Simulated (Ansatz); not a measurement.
**TlCr2O4, from a guessed structure to a relaxed one**

Starting from a made-up structure for TlCr2O4, the aim is the relaxed cell, its shortest contacts and, where a second run follows, its electronic structure.

Program: Ansatz 0.2.0. Level of theory: DFT, PBE, plane-wave PAW, files of the set soft_1, scalar-relativistic, ferromagnetic start, cell and ions relaxed at zero pressure; PAW set soft_1. Results are calculated unless marked as measured.

## 1. Set-up

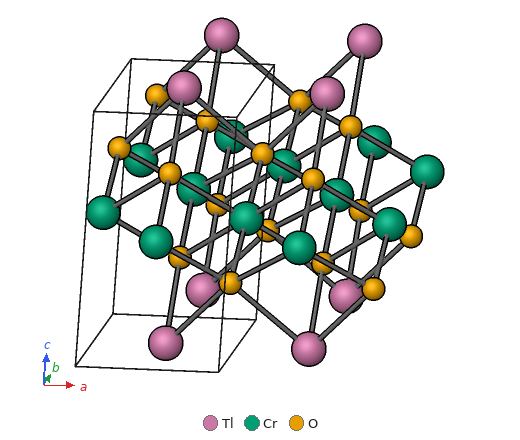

Start, viewed slightly off an axis; thallium pink, chromium teal, oxygen orange. 2×2×1 cells are drawn. Some periodic images of atoms are drawn too.

Coordinates:

```cif
data_structure
_symmetry_space_group_name_H-M 'P-1'
_symmetry_Int_Tables_number 2
_cell_length_a 3.1690
_cell_length_b 5.4680
_cell_length_c 5.6650
_cell_angle_alpha 68.920
_cell_angle_beta 89.390
_cell_angle_gamma 89.370
_cell_volume 91.59
loop_
_atom_site_label
_atom_site_type_symbol
_atom_site_symmetry_multiplicity
_atom_site_Wyckoff_symbol
_atom_site_fract_x
_atom_site_fract_y
_atom_site_fract_z
_atom_site_occupancy
Tl1 Tl 1 e 0.50000 0.50000 0.00000 1
Cr1 Cr 1 f 0.50000 0.00000 0.50000 1
Cr2 Cr 1 g 0.00000 0.50000 0.50000 1
O1 O 2 i 0.97970 0.24600 0.29930 1
O2 O 2 i 0.49970 0.73920 0.28630 1
```

## 2. Relaxing cell and atoms

The guessed cell has no reason to be at equilibrium. It is relaxed with the atoms, within the space group of the guess.

The input, input.yaml:

```yaml
crystal:
  lattice:
    - [3.169, 0.0, 0.0]
    - [0.060122589, 5.467669455, 0.0]
    - [0.060311331, 2.036996911, 5.285757385]
  atoms:
    - { symbol: Tl, position: [0.5, 0.5, 0.0] }
    - { symbol: Cr, position: [0.5, 0.0, 0.5], spin: 3.0 }
    - { symbol: Cr, position: [0.0, 0.5, 0.5], spin: 3.0 }
    - { symbol: O, position: [0.9797, 0.246, 0.2993] }
    - { symbol: O, position: [0.4997, 0.7392, 0.2863] }
    - { symbol: O, position: [0.5003, 0.2608, 0.7137] }
    - { symbol: O, position: [0.0203, 0.754, 0.7007] }
magnetization:
  spin_polarized: true
kpoints:
  mp_grid: { grid: [8, 5, 5] }
scf:
  occupations: { method: fermi_dirac, width: 0.05 }
hamiltonian:
  xc: pbe
  pseudopotentials: { kind: paw, azcp: { folder: soft_1 } }
relax:
  f_tol: 0.015
  max_steps: 70
  cell: {}
output:
  forces: true
  stress: true
```

Command:

```
> ansatz run input.yaml --threads 4 --pin off --max-ram 10240MiB --backend cpu --events-out ev --progress --plain --runs-dir out
```

Numbers of over 12 decimals in the logs are rounded to 6 here.

The program printed:

```text
Engine: ansatz 0.2.0, x86_64-unknown-linux-gnu
Pseudopotentials: kind: paw
Pseudopotential: Tl, paw, valence charge 13, recommended cutoff 420 eV (normal), soft_1/Tl.paw.azcp
Pseudopotential: Cr, paw, valence charge 14, recommended cutoff 420 eV (normal), soft_1/Cr.paw.azcp
Pseudopotential: O, paw, valence charge 6, recommended cutoff 420 eV (normal), soft_1/O.paw.azcp
Functional definition: PBE
  parameter kappa = 0.804
  parameter beta = 0.066725
  exchange = pbe_x(kappa = kappa, mu = beta*pi^2/3)
  correlation = pbe_c(beta = beta)
Crystal: 7 atoms, lattice volume = 91.587 Å³
Basis set: ecut = 420 eV, 1791 PW (Γ), exchange–correlation on 48×80×80 points (8 copies of the dense FFT grid, shifted against one another)
Bands: 43, of which v1, the nominal top of the filled ones, is band 33 counted from 1 (32 counted from 0)
Symmetry: 2 space group operations
Space group: P-1 (ITA 2), of the structure as read, at distance tolerance 4.5e-5 Å
Magnetic group: BNS 2.4 (UNI 4), of the structure as read, at distance tolerance 4.5e-5 Å
k-points: 101 of 200
Non-local potential: Tl, projectors of the file, l = 0: 2, l = 1: 2, l = 2: 2, l = 3: 1
Non-local potential: Cr, projectors of the file, l = 0: 3, l = 1: 2, l = 2: 3, l = 3: 1
Non-local potential: O, projectors of the file, l = 0: 2, l = 1: 2, l = 2: 1
PAW form: soft (Blöchl's): semilocal exchange-correlation on the pseudo side does not see the compensation charge
PAW one-centre angular grid: Tl, 590 points (default); XC on 64 Gauss nodes
PAW one-centre angular grid: Cr, 590 points (default); XC on 64 Gauss nodes
PAW one-centre angular grid: O, 110 points (default); XC on 64 Gauss nodes
Initial density: superposition of atomic densities (chi_scale 0.1, normalization cell, long waves kept (reshape's long-wave potential 0.11 eV rms))
Starting moments: Σ|m| = 6 μB on 2 of 7 sites
Initial wavefunctions: pseudopotential atomic-orbital guess
Functional: x = pbe(κ = 0.804, μ = 0.219515), c = pbe(β = 0.066725)
SCF iter   1: F=—  HF=-20470.214395 eV  |F-HF|=—  |Δ(HF+E_count)|=         —  Δρ=4.66e-2 (↑4.66e-2 ↓3.46e-2)  dr2=2.64e0  dr2_m=6.34e-1  M=5.603 μB ∫|m|=6.082 μB  β_m=0.30  ethr=3.10e-3  ⟨swp⟩=6.3  Hψ=31997  notcnv=0
Mixer restart at iter 1: flushing history
preconditioner: auto → Kerker (q_TF=auto, 2.577 Å⁻¹)  [metal: Δε(μ)=0.004 eV  Ē_g=10.822 eV  σ=0.050 eV  W_gap=0.02  n_scr=30 (ndim 8)  ℏωp=27.2 eV  f_vac=0.064  D(μ)=3.70/eV (n_scr^D=30)]
spin=Collinear: Kerker preconditioning applied to the charge; magnetization (m = ρ↑ − ρ↓) channel mixes plain (no charge-response kernel on spin).
SCF iter   2: F=—  HF=-20470.104577 eV  |F-HF|=—  |Δ(HF+E_count)|=   1.10e-1  Δρ=3.16e-2 (↑3.16e-2 ↓2.61e-2)  dr2=1.25e0  dr2_m=3.85e-1  M=5.747 μB ∫|m|=6.133 μB  β_m=0.62  ethr=3.10e-3  ⟨swp⟩=2.0  Hψ=11890  notcnv=0  defer=445
SCF iter   3: F=—  HF=-20470.405763 eV  |F-HF|=—  |Δ(HF+E_count)|=   3.01e-1  Δρ=1.41e-2 (↑1.41e-2 ↓9.58e-3)  dr2=3.15e-1  dr2_m=4.78e-2  M=5.948 μB ∫|m|=6.302 μB  β_m=0.63  ethr=1.93e-3  ⟨swp⟩=2.0  Hψ=14508  notcnv=0  defer=445
SCF iter   4: F=—  HF=-20470.346307 eV  |F-HF|=—  |Δ(HF+E_count)|=   5.95e-2  Δρ=3.36e-3 (↑3.36e-3 ↓3.00e-3)  dr2=5.42e-2  dr2_m=1.16e-3  M=6.016 μB ∫|m|=6.364 μB  β_m=0.69  ethr=4.85e-4  ⟨swp⟩=3.0  Hψ=16841  notcnv=0  defer=448
SCF iter   5: F=—  HF=-20470.355180 eV  |F-HF|=—  |Δ(HF+E_count)|=         —  Δρ=2.79e-3 (↑2.79e-3 ↓1.54e-3)  dr2=2.79e-2  dr2_m=1.19e-3  M=6.064 μB ∫|m|=6.419 μB  β_m=0.69  ethr=8.34e-5  ⟨swp⟩=2.5  Hψ=13994  notcnv=0  defer=460
Mixer restart at iter 5: flushing history
SCF iter   6: F=—  HF=-20470.358447 eV  |F-HF|=—  |Δ(HF+E_count)|=   3.27e-3  Δρ=1.38e-3 (↑1.38e-3 ↓1.14e-3)  dr2=1.38e-2  dr2_m=1.68e-4  M=6.078 μB ∫|m|=6.429 μB  β_m=0.85  ethr=4.29e-5  ⟨swp⟩=2.4  Hψ=11868  notcnv=0  defer=460
SCF iter   7: F=—  HF=-20470.359709 eV  |F-HF|=—  |Δ(HF+E_count)|=   1.26e-3  Δρ=1.33e-3 (↑1.33e-3 ↓1.12e-3)  dr2=1.07e-2  dr2_m=4.07e-5  M=6.087 μB ∫|m|=6.440 μB  β_m=0.86  ethr=2.13e-5  ⟨swp⟩=2.0  Hψ=12284  notcnv=0  defer=460
SCF iter   8: F=—  HF=-20470.359724 eV  |F-HF|=—  |Δ(HF+E_count)|=   1.54e-5  Δρ=5.51e-4 (↑5.51e-4 ↓4.02e-4)  dr2=1.53e-3  dr2_m=2.39e-5  M=6.097 μB ∫|m|=6.446 μB  β_m=0.93  ethr=1.64e-5  ⟨swp⟩=2.0  Hψ=11877  notcnv=0  defer=460
SCF iter   9: F=—  HF=-20470.360277 eV  |F-HF|=—  |Δ(HF+E_count)|=   5.53e-4  Δρ=2.92e-4 (↑2.92e-4 ↓2.82e-4)  dr2=3.21e-4  dr2_m=2.10e-6  M=6.094 μB ∫|m|=6.442 μB  β_m=0.91  ethr=2.35e-6  ⟨swp⟩=2.0  Hψ=13342  notcnv=0  defer=460
SCF iter  10: F=—  HF=-20470.360349 eV  |F-HF|=—  |Δ(HF+E_count)|=   7.13e-5  Δρ=1.45e-4 (↑1.45e-4 ↓1.29e-4)  dr2=6.04e-5  dr2_m=2.02e-6  M=6.097 μB ∫|m|=6.443 μB  β_m=0.85  ethr=4.94e-7  ⟨swp⟩=2.0  Hψ=13642  notcnv=0  defer=460
SCF iter  11: F=—  HF=-20470.360483 eV  |F-HF|=—  |Δ(HF+E_count)|=   1.34e-4  Δρ=6.91e-5 (↑6.91e-5 ↓4.51e-5)  dr2=1.74e-5  dr2_m=3.62e-7  M=6.097 μB ∫|m|=6.443 μB  β_m=0.92  ethr=9.29e-8  ⟨swp⟩=2.0  Hψ=13210  notcnv=0  defer=460
SCF iter  12: F=—  HF=-20470.360489 eV  |F-HF|=—  |Δ(HF+E_count)|=   6.12e-6  Δρ=8.11e-5 (↑8.11e-5 ↓3.41e-5)  dr2=8.98e-6  dr2_m=1.03e-6  M=6.096 μB ∫|m|=6.442 μB  β_m=0.76  ethr=2.67e-8  ⟨swp⟩=2.0  Hψ=14719  notcnv=0  defer=460
[...]
relax step   9: F+E_penalty+E_count = -20472.87264133 eV  Δ(F+E_penalty+E_count) = -1.601e-5 eV  max|allowed force component| = 9.151e-4 eV/Å  Δτ_max = 0.0015 Å  P = -0.002 GPa  Ω = 94.274 Å³  energy of the carried Pulay correction = -5.555e-3 eV  (8 SCF iters, dr2 threshold 7.94e-9 eV, accepted)
relax step  10: F+E_penalty+E_count = -20473.05932381 eV  Δ(F+E_penalty+E_count) = -1.867e-1 eV  max|allowed force component| = 5.660e-3 eV/Å  Δτ_max = 0.0000 Å  P = +2.340 GPa  Ω = 94.274 Å³  stress off target by 6.11e0 GPa  SCF on the basis re-selected at this cell (its energy is not comparable with the rows above)  (17 SCF iters)
relax step  11: F+E_penalty+E_count = -20473.12034398 eV  Δ(F+E_penalty+E_count) = -6.102e-2 eV  max|allowed force component| = 1.464e-2 eV/Å  Δτ_max = 0.0171 Å  P = +1.148 GPa  Ω = 96.061 Å³  energy of the carried Pulay correction = -4.346e-3 eV  (11 SCF iters, dr2 threshold 7.00e-7 eV, accepted)
relax step  12: F+E_penalty+E_count = -20473.13741689 eV  Δ(F+E_penalty+E_count) = -1.707e-2 eV  max|allowed force component| = 1.159e-2 eV/Å  Δτ_max = 0.0191 Å  P = +0.203 GPa  Ω = 97.774 Å³  energy of the carried Pulay correction = -9.196e-3 eV  (9 SCF iters, dr2 threshold 7.00e-7 eV, accepted)
relax step  13: F+E_penalty+E_count = -20473.13719011 eV  Δ(F+E_penalty+E_count) = +2.268e-4 eV  max|allowed force component| = 4.497e-3 eV/Å  Δτ_max = 0.0038 Å  P = +0.052 GPa  Ω = 97.966 Å³  energy of the carried Pulay correction = -9.785e-3 eV  (7 SCF iters, dr2 threshold 3.17e-7 eV, accepted)
relax step  14: F+E_penalty+E_count = -20473.13700833 eV  Δ(F+E_penalty+E_count) = +1.818e-4 eV  max|allowed force component| = 2.081e-3 eV/Å  Δτ_max = 0.0031 Å  P = +0.001 GPa  Ω = 98.044 Å³  energy of the carried Pulay correction = -1.003e-2 eV  (9 SCF iters, dr2 threshold 3.30e-8 eV, accepted)
relax step  15: F+E_penalty+E_count = -20473.15226447 eV  Δ(F+E_penalty+E_count) = -1.526e-2 eV  max|allowed force component| = 1.907e-3 eV/Å  Δτ_max = 0.0000 Å  P = +0.097 GPa  Ω = 98.044 Å³  stress off target by 3.97e-1 GPa  SCF on the basis re-selected at this cell (its energy is not comparable with the rows above)  (13 SCF iters)
relax step  16: F+E_penalty+E_count = -20473.15241043 eV  Δ(F+E_penalty+E_count) = -1.460e-4 eV  max|allowed force component| = 7.747e-3 eV/Å  Δτ_max = 0.0060 Å  P = -0.011 GPa  Ω = 98.269 Å³  energy of the carried Pulay correction = -4.982e-4 eV  (8 SCF iters, dr2 threshold 3.94e-7 eV, accepted)
relax step  17: F+E_penalty+E_count = -20473.15300753 eV  Δ(F+E_penalty+E_count) = -5.971e-4 eV  max|allowed force component| = 7.790e-3 eV/Å  Δτ_max = 0.0000 Å  P = -0.009 GPa  Ω = 98.269 Å³  stress off target by 4.41e-2 GPa  SCF on the basis re-selected at this cell (its energy is not comparable with the rows above)  (10 SCF iters)
basis re-selected at this cell: Δ(F+E_penalty+E_count) = -5.971e-4 eV, ΔP = +0.002 GPa vs the last step (what re-selecting the basis moved, of the pressure what is left beyond the Pulay correction that the steps carried, after the strain that the cell walked since its last selection, with what the two solves' SCF thresholds leave and, on support functions, any second-order correction that the steps lacked; it is no m [...]
SCF converged after 10 iterations
Magnetization: 0.1470 μB (32.5735 up, 32.4265 down)
Absolute magnetization: 4.9812 μB (∫|ρ↑−ρ↓|, with the PAW one-centre terms)
Spin contamination: 2.2739 ħ² per cell (⟨S²⟩ above its minimum at these occupations)
Per-site moments (μB) at R_I (Å): [(0.00697324, 1.140146), (1.999873, 0.807904), (-1.913701, 0.803505), (-0.00500153, 0.803505), (0.018072, 0.807904), (0.018072, 0.807904), (-0.00500153, 0.803505)]
Free energy (F): -20473.153008 eV
Harris-Foulkes:  -20473.153008 eV  (|F-HF|=1.09e-11)
Internal energy: -20473.110161 eV  (E = F + TS)
E sigma→0 (E₀):  -20473.131584 eV
Entropy (-TS):   -0.042847 eV (-6.121 meV/atom)
Fermi energy:    8.740347 eV
--- Per-component energies (eV) ---
  E_band       = -603.054508
  E_kinetic    = 1534.216107
  E_local      = -7986.365970  (includes V_loc(G=0)·N_el)
  E_nonlocal   = 613.688149
  E_hartree    = 3481.579676
  E_xc         = -702.355461
  E_vxc        = -780.809109  (∫ρ·V_xc dr)
  E_paw        = -13270.558484  (= ΣΔE_a)
  E_vpaw       = -946.947917  (= ΣTr[D̂ρ^β])
  E_aug_tail   = 0.004989  (compensation charges beyond the density's cutoff)
  E_ewald      = -4143.319168
  E_smearing   = -0.042847  (= −TS)
  E_closure    = 0.000000  (closes the sum)
  Σ components = -20473.153008   (vs F -20473.153008, Δ=0.00e0)
--- Forces (eV/Å), atoms counted from 1 ---
  atom   1  Tl     0.00000000     0.00000000     0.00000000
  atom   2  Cr     0.00000000     0.00000000     0.00000000
  atom   3  Cr     0.00000000     0.00000000     0.00000000
  atom   4  O     -0.00017532    -0.00008813     0.00767569
  atom   5  O      0.00000390    -0.00006242     0.00778977
  atom   6  O     -0.00000390     0.00006242    -0.00778977
  atom   7  O      0.00017532     0.00008813    -0.00767569
  max |Σ_I F_I| component: 8.67e-19 eV/Å
--- Stress (GPa, compression-positive) ---
       -0.017541       0.000082      -0.004377
        0.000082      -0.019493      -0.036261
       -0.004377      -0.036261       0.009863
  P = ⅓ Tr σ = -0.0091 GPa (-0.091 kbar)
--- Relaxed structure (14 steps of the walk, 14 accepted, 3 SCFs on fresh bases) ---
  F+E_penalty+E_count = -20473.15300753 eV   max|allowed force component| = 7.790e-3 eV/Å   (the final SCF, on the basis selected at the relaxed cell)
  cell:  # Å, volume = 98.2692 Å³
    - [3.003279, -0.017043, -0.00820851]
    - [0.027572, 4.935076, -0.163206]
    - [0.032511, 1.680748, 6.574357]
  atoms:
    - { symbol: Tl, position: [0.5, 0.500000, 0.0] }
    - { symbol: Cr, position: [0.5, 2.7755575615628914e-17, 0.500000] }
    - { symbol: Cr, position: [0.0, 0.5, 0.500000] }
    - { symbol: O, position: [1.000248, 0.207791, 0.347623] }
    - { symbol: O, position: [0.500255, 0.704256, 0.348543] }
    - { symbol: O, position: [0.499745, 0.295744, 0.651457] }
    - { symbol: O, position: [-0.00024769, 0.792209, 0.652377] }
```

Run time: 2.6 min. Hardware: 4 threads of INTEL XEON PLATINUM 8581C at 2.10GHz (Emerald Rapids), shared host; peak memory 1.1 GiB; 9.8 min of CPU time.

Step by step:

| step | energy less that of the first step (eV) | largest force component (eV/Å) | pressure (GPa) | volume (Å³) |
| --- | --- | --- | --- | --- |
| 1 | 0.0000 | 1.9502 | -7.07 | 91.59 |
| 2 | -1.1626 | 1.3322 | -5.16 | 92.21 |
| 3 | -2.0429 | 0.4361 | 7.09 | 88.94 |
| 4 | -2.3295 | 0.1311 | 1.03 | 93.24 |
| 5 | -2.3986 | 0.4636 | 2.39 | 94.10 |
| 6 | -2.4239 | 0.1106 | -0.12 | 93.96 |
| 7 | -2.4259 | 0.0176 | 0.06 | 94.21 |
| 8 | -2.4259 | 0.0109 | 0.02 | 94.27 |
| 9 | -2.4259 | 0.0009 | 0.00 | 94.27 |
| 10* | -2.6126 | 0.0057 | 2.34 | 94.27 |
| 11 | -2.6736 | 0.0146 | 1.15 | 96.06 |
| 12 | -2.6906 | 0.0116 | 0.20 | 97.77 |
| 13 | -2.6904 | 0.0045 | 0.05 | 97.97 |
| 14 | -2.6902 | 0.0021 | 0.00 | 98.04 |
| 15* | -2.7055 | 0.0019 | 0.10 | 98.04 |
| 16 | -2.7056 | 0.0077 | -0.01 | 98.27 |
| 17* | -2.7062 | 0.0078 | -0.01 | 98.27 |

Relaxation steps marked * repeat the geometry before them on a plane-wave basis chosen anew for their cell, so energy and pressure can jump there.

The run keeps the 2 symmetry operations that it works with, so distortions that break them were not tested.

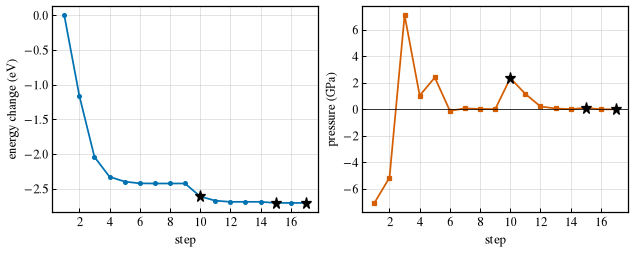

Energy and pressure along the relaxation. Stars mark steps on a basis chosen anew.

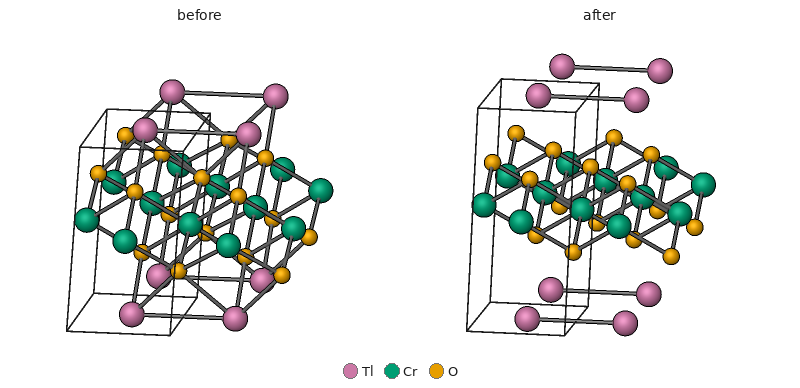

Before and after, at one scale.

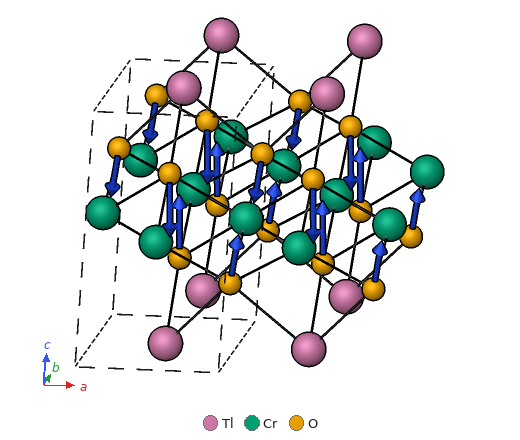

Displacements in the relaxation, exaggerated, measured against the changing cell; the longest in the cell stands for 0.42 Å. 2×2×1 cells are drawn. Some periodic images of atoms are drawn too.

| cell as run | before | after | change |
| --- | --- | --- | --- |
| a (Å) | 3.169 | 3.003 | -5.2 % |
| b (Å) | 5.468 | 4.938 | -9.7 % |
| c (Å) | 5.665 | 6.786 | +19.8 % |
| α (°) | 68.92 | 77.55 | +12.5 % |
| β (°) | 89.39 | 89.96 | +0.6 % |
| γ (°) | 89.37 | 90.00 | +0.7 % |
| volume (Å³/atom) | 13.08 | 14.04 | +7.3 % |

The atoms that moved most (Å, as changes of fractional coordinates times the final cell):

| atom | dx | dy | dz | length |
| --- | --- | --- | --- | --- |
| O5 | 0.003 | -0.068 | 0.415 | 0.420 |
| O6 | -0.003 | 0.068 | -0.415 | 0.420 |
| O4 | 0.062 | -0.108 | 0.324 | 0.347 |
| O7 | -0.062 | 0.108 | -0.324 | 0.347 |

The relaxed structure:

```xyz
7
Lattice="3.0033 -0.0170 -0.0082 0.0276 4.9351 -0.1632 0.0325 1.6807 6.5744" Properties=species:S:1:pos:R:3 pbc="T T T"
Tl    1.5154    2.4590   -0.0857
Cr    1.5179    0.8319    3.2831
Cr    0.0300    3.3079    3.2056
O     3.0211    1.5927    2.2433
O     1.5332    4.0528    2.1724
O     1.5302    2.5459    4.2305
O     0.0423    5.0061    4.1597
```

This step gave:

```yaml
free_energy: -20473.1530 eV
energy_at_zero_smearing: -20473.1316 eV
smearing_term_ts: 0.04285 eV
fermi_energy: 8.740 eV
magnetization: 0.1470 μB
absolute_magnetization: 4.981 μB
site_moments: 0.006973, 2.000, -1.914, -0.005002, 0.01807, 0.01807, -0.005002 μB
electrons: 65
symmetry_operations: 2
pressure: -0.009057 GPa
```

Site moment by atom:

| atom | site moment (μB) |
| --- | --- |
| Tl1 | 0.01 |
| Cr2 | 2.00 |
| Cr3 | -1.91 |
| O4 | -0.01 |
| O5 | 0.02 |
| O6 | 0.02 |
| O7 | -0.01 |

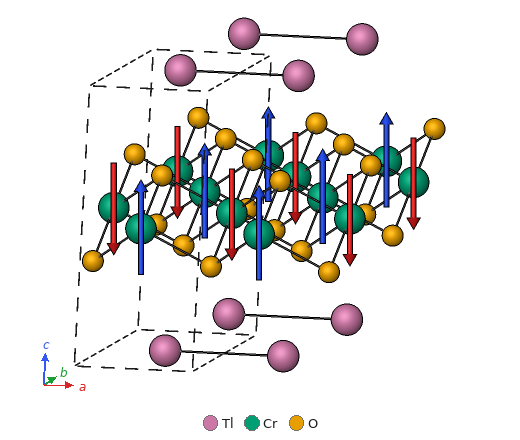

Site moment as arrows, the longest 2.00 μB. Up and down stand for the sign. Arrows give size and sign along the axis of quantisation, drawn up and down the page. The two directions have two colours. 2×2×1 cells are drawn. Some periodic images of atoms are drawn too.

The shortest distance of each pair, which need not be the same contact before and after:

| pair | guess (Å) | relaxed (Å) |
| --- | --- | --- |
| Cr–O | 2.079 | 1.948 |
| O–O | 2.808 | 2.551 |
| O–Tl | 2.330 | 2.764 |
| Cr–Cr | 3.145 | 2.890 |
| Tl–Tl | 3.169 | 3.003 |

The relaxation ends with a largest force component of 0.0078 eV/Å and a pressure of -0.01 GPa.

## 3. Outcome

* space group, relaxed: P2/m
* conventional cell: a = 4.938, b = 3.003, c = 6.786 Å; α = 90.0°, β = 102.4°, γ = 90.0°
* volume per atom: 14.04 Å³ (guess 13.08)
* total moment: 0.15 μB in the cell of 7 atoms

In words: TlCr2O4 relaxes to P2/m with a = 4.938, b = 3.003 and c = 6.786 Å. The guessed volume was 7 % too small. The symmetry rose from P-1 to P2/m, so the distortion of the structure type doesn't survive with these elements. The input starts from parallel moments, and no other start was typed; the run left that order, and the end state is ferrimagnetic. Mesh and cutoff weren't tested. A vector of the cell changed its length by 20 %, more than the volume shows. Spin-orbit coupling is left out, which can matter for elements this heavy. No dispersion term is used, so weakly bound directions may come out too long. Nothing here tests whether the compound is stable against decomposition.

[Logs are printed without paths, hosts, clocks, repeated set-up lines and the standing remarks that a program may print on its own settings, such as how far it seeks lower states.]

[Hosts, paths, dates, database ids (printed as entryN), source tags and the programs' standing remarks are cut or masked in the printed files.]
